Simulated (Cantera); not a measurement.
Feed: 1 mol Fe2O3, a varied amount of CO, 0.36 mol C, equilibrated at 1550 K and 1.30 bar.

Cantera equilibrium calculation (NASA polynomials, part measured and part estimated; ideal gas, pure solids and liquids). Candidate condensed phases: C, Fe, Fe(CO)5, FeO, Fe2O3, Fe3O4; 15 gas species. Mutual solubility and eutectic melting of coexisting phases are not modelled. The tables' stoichiometric FeO is somewhat more stable than real wüstite, so its field is too wide. FeO: taken at fixed stoichiometry. Equilibrium is a limit: real reactors are often held back by kinetics, nucleation or transport.

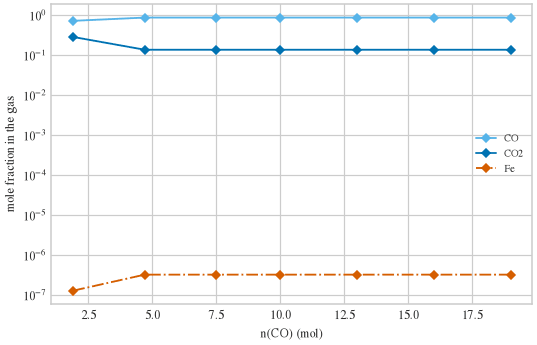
Equilibrium gas composition (values under 1e-9 drawn at 1e-9)

Task: Read off the mole fractions at 10 mol CO.

Result: CO about 0.86, CO2 about 0.14, Fe about 3.2e-7.
